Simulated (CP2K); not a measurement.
**AM1 run of SnH2Cl2O (SMILES [OH][SnH]([Cl])[Cl])**

What is the vertical electron affinity of SnH2Cl2O at AM1? 

Program for the calculation: CP2K 2026.2.

2 further runs of the same task are left out: 2 set aside as unsound or not needed.

**1. The system as given**

SnH2Cl2O: 6 atoms, total charge 0, spin state singlet. SMILES: `[OH][SnH]([Cl])[Cl]`. Geometry: a GFN2-xTB relaxation, a rough one for these elements and not checked as a minimum. This is one conformer, not always the lowest.

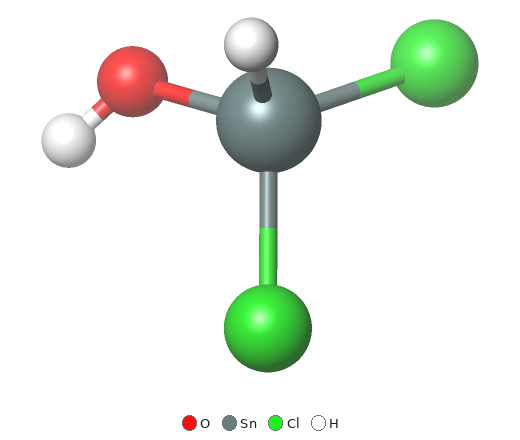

The structure, seen from a chosen angle (oxygen red, tin teal, chlorine green, hydrogen white).

**2. Energy and forces at AM1**

run.inp

```
&GLOBAL
  PROJECT run
  RUN_TYPE ENERGY_FORCE
  PRINT_LEVEL MEDIUM
&END GLOBAL
&FORCE_EVAL
  METHOD QS
  &DFT
    &QS
      METHOD AM1
      EPS_DEFAULT 1.0E-10
      &SE
        &COULOMB
          CUTOFF [angstrom] 50
          RC_RANGE [angstrom] 0
        &END COULOMB
        &EXCHANGE
          CUTOFF [angstrom] 50
          RC_RANGE [angstrom] 0
        &END EXCHANGE
      &END SE
    &END QS
    &POISSON
      PERIODIC NONE
      POISSON_SOLVER ANALYTIC
    &END POISSON
    &SCF
      SCF_GUESS ATOMIC
      EPS_SCF 1.0E-06
      MAX_SCF 100
      ADDED_MOS 2
      &DIAGONALIZATION
        ALGORITHM STANDARD
      &END DIAGONALIZATION
      &MIXING
        METHOD DIRECT_P_MIXING
        ALPHA 0.4
      &END MIXING
    &END SCF
    &PRINT
      &MOMENTS
        PERIODIC F
        REFERENCE COM
        MAX_MOMENT 1
      &END MOMENTS
      &MO ON
        ENERGIES T
        OCCUPATION_NUMBERS T
        NDIGITS 6
        &EACH
          QS_SCF 0
        &END EACH
        ADD_LAST NUMERIC
      &END MO
      &HIRSHFELD OFF
      &END HIRSHFELD
    &END PRINT
  &END DFT
  &SUBSYS
    &CELL
      ABC 19.7 19 19.4
      PERIODIC NONE
    &END CELL
    &COORD
      O      0.321250     1.025870    -1.089970
      Sn     0.105510    -0.169060     0.442320
      Cl     1.754400    -1.702570     0.173150
      Cl    -1.921080    -1.199860     0.121360
      H     -0.482040     1.304910    -1.529440
      H      0.221960     0.740720     1.882590
    &END COORD
    &TOPOLOGY
      &CENTER_COORDINATES
      &END CENTER_COORDINATES
    &END TOPOLOGY
  &END SUBSYS
  &PRINT
    &FORCES ON
    &END FORCES
  &END PRINT
&END FORCE_EVAL
```

Launch:

```sh
$ OMP_NUM_THREADS=1 cp2k.psmp -i run.inp -o run.out
```

Standard output:

```text
CP2K| version string:                                       CP2K version 2026.2
[...]
 GLOBAL| Method name                                                        CP2K
[...]
 GLOBAL| Run type                                                   ENERGY_FORCE
[...]
                             - Atoms:                                          6
[...]
                             - Spherical basis functions:                     18
[...]
 Number of electrons:                                                         26
[...]
     1 P_Mix/Diag. 0.40E+00    0.0     0.76131862       -40.0448751743 -4.00E+01
[...]
    17 DIIS/Diag.  0.21E-06    0.0     0.00000054       -43.3889115206 -2.74E-11
  *** SCF run converged in    17 steps ***
  Core-core repulsion energy [eV]:                           1262.05583804388311
  Core Hamiltonian energy [eV]:                             -1968.74739759834074
  Two-electron integral energy [eV]:                         -947.96153390293125
  Electronic energy [eV]:                                   -2442.72816454980602
  Total energy [eV]:                                        -1180.67232650592314
  Atomic reference energy [eV]:                              1176.72456388253158
  Heat of formation [kcal/mol]:                               -91.03757601859390
[...]
 SE_DIPOLE| Moment [Debye]          0.81563698      -1.85180451      -1.86163258
 SE_DIPOLE| Derivative [a.u.]       0.00000000       0.00000000       0.00000000
 ENERGY| Total FORCE_EVAL ( QS ) energy [hartree]            -43.388911520627204
 FORCES| Atomic forces [hartree/bohr]
 FORCES|   Atom     x               y               z               |f|
 FORCES|      1  5.59799794E-04  3.16986853E-02 -3.85115560E-02   4.98824615E-02
 FORCES|      2 -8.20659896E-03 -1.22248247E-02  4.84499354E-02   5.06378401E-02
 FORCES|      3  1.03579014E-03 -1.64052349E-03  1.02539428E-03   2.19445027E-03
 FORCES|      4  2.74194066E-03  1.27309935E-03  1.95616596E-03   3.60077850E-03
 FORCES|      5  5.40678018E-03 -4.96581046E-03  3.98520734E-03   8.35310858E-03
 FORCES|      6 -1.53771182E-03 -1.41406260E-02 -1.69051470E-02   2.20931179E-02
 FORCES| Sum    -8.08381140E-16 -4.44089210E-16 -3.60822483E-16
 FORCES| Total atomic force                                       9.90397979E-16
[...]
```

It took 0.45 s on 1 thread of Arm Neoverse N1, shared host; peak memory 0.14 GiB.

**3. The doublet anion at the same level**

qs.inp

```
&FORCE_EVAL
  METHOD QS
  &DFT
    CHARGE -1
    MULTIPLICITY 2
    UKS T
    ! Quickstep
    &QS
      METHOD AM1
      EPS_DEFAULT 1.0E-10
      &SE
        &COULOMB
          CUTOFF [angstrom] 50
          RC_RANGE [angstrom] 0
        &END
        &EXCHANGE
          CUTOFF [angstrom] 50
          RC_RANGE [angstrom] 0
        &END
      &END
    &END
    ! no periodic images
    &POISSON
      PERIODIC NONE
      POISSON_SOLVER ANALYTIC
    &END
    ! SCF settings
    &SCF
      SCF_GUESS ATOMIC
      EPS_SCF 1.0E-06
      MAX_SCF 50
      &OT
        MINIMIZER DIIS
        PRECONDITIONER FULL_SINGLE_INVERSE
      &END
      &OUTER_SCF
        EPS_SCF 1.0E-06
        MAX_SCF 8
      &END
    &END
    &PRINT
      &MOMENTS
        PERIODIC F
        REFERENCE COM
        MAX_MOMENT 1
      &END
      &MO_CUBES
        NLUMO 3
        NHOMO -1
        WRITE_CUBE F
      &END
      &HIRSHFELD OFF
      &END
    &END
  &END
  ! atoms, cell and kinds
  &SUBSYS
    &CELL
      ABC 19.7 19 19.4
      PERIODIC NONE
    &END
    &COORD
      O      0.321250     1.025870    -1.089970
      Sn     0.105510    -0.169060     0.442320
      Cl     1.754400    -1.702570     0.173150
      Cl    -1.921080    -1.199860     0.121360
      H     -0.482040     1.304910    -1.529440
      H      0.221960     0.740720     1.882590
    &END
    &TOPOLOGY
      &CENTER_COORDINATES
      &END
    &END
  &END
  ! extra output
  &PRINT
    &FORCES ON
    &END
  &END
&END
&GLOBAL
  PROJECT qs
  RUN_TYPE ENERGY_FORCE
  PRINT_LEVEL MEDIUM
&END
```

Launch:

```sh
$ OMP_NUM_THREADS=1 cp2k.psmp -i qs.inp -o qs.out
```

Standard output:

```text
CP2K| version string:                                       CP2K version 2026.2
[...]
 GLOBAL| Method name                                                        CP2K
[...]
 GLOBAL| Run type                                                   ENERGY_FORCE
[...]
                             - Atoms:                                          6
[...]
                             - Spherical basis functions:                     18
[...]
 Number of electrons:                                                         14
[...]
     1 OT DIIS     0.80E-01    0.0     0.17132416       -40.3981647167 -4.04E+01
[...]
    37 OT DIIS     0.80E-01    0.0     0.00000089       -43.4863447012 -2.86E-10
  *** SCF run converged in    37 steps ***
  Core-core repulsion energy [eV]:                           1262.05583804388311
  Core Hamiltonian energy [eV]:                             -2018.11030022686668
  Two-electron integral energy [eV]:                         -854.53831199849719
  Electronic energy [eV]:                                   -2445.37945622611551
  Total energy [eV]:                                        -1183.32361818223217
  Atomic reference energy [eV]:                              1176.72456388253158
  Heat of formation [kcal/mol]:                              -152.17781938056430
[...]
 SE_DIPOLE| Moment [Debye]          0.78987198      -1.75540795      -0.79678102
 SE_DIPOLE| Derivative [a.u.]       0.00000000       0.00000000       0.00000000
 *** WARNING in qs_scf_post_se.F:140 :: Printing of MO cube files not ***
 *** implemented for Semi-Empirical method.                           ***
 ENERGY| Total FORCE_EVAL ( QS ) energy [hartree]            -43.486344701255852
 FORCES| Atomic forces [hartree/bohr]
 FORCES|   Atom     x               y               z               |f|
 FORCES|      1 -1.48109453E-03  5.05047937E-02 -5.82331223E-02   7.70974990E-02
 FORCES|      2 -7.85428246E-03 -1.98355962E-02  6.52232069E-02   6.86236647E-02
 FORCES|      3  2.20492856E-02 -1.65333584E-02 -2.42785380E-03   2.76661780E-02
 FORCES|      4 -2.18283242E-02 -6.68246516E-03 -2.74911551E-03   2.29932319E-02
 FORCES|      5  9.43790705E-03 -6.00239633E-03  6.43328155E-03   1.29030990E-02
 FORCES|      6 -3.23491404E-04 -1.45097756E-03 -8.24639690E-03   8.37932243E-03
 FORCES| Sum    -6.27969898E-16 -2.22044605E-16  8.60422844E-16
 FORCES| Total atomic force                                       1.08810729E-15
[...]
```

Run time: 2.2 s. Hardware: 1 thread of Arm Neoverse N1, shared host; peak memory 0.14 GiB.

**4. Results**

At AM1:

```
                                                   quantity            value
                             singlet SnH2Cl2O: total energy     -43.38891 Eh
                            singlet SnH2Cl2O: dipole moment           2.75 D
                              singlet SnH2Cl2O: HOMO energy        -11.71 eV
                              singlet SnH2Cl2O: LUMO energy         -2.33 eV
                            singlet SnH2Cl2O: HOMO–LUMO gap          9.39 eV
singlet SnH2Cl2O: heat of formation at this unrelaxed shape   -91.0 kcal/mol
                 singlet SnH2Cl2O: largest force on an atom       2.604 eV/Å
                                doublet anion: total energy     -43.48634 Eh
   doublet anion: heat of formation at this unrelaxed shape  -152.2 kcal/mol
                    doublet anion: largest force on an atom       3.965 eV/Å
          vertical electron affinity (to the doublet anion)         2.651 eV
```

**Reading.** At fixed nuclei the extra electron is bound by 2.65 eV (61 kcal/mol). The largest force (singlet SnH2Cl2O) is 2.60 eV/Å: the shape isn't a stationary point for this species at this level. A minimal valence basis can't be trusted even for the sign of an electron affinity.
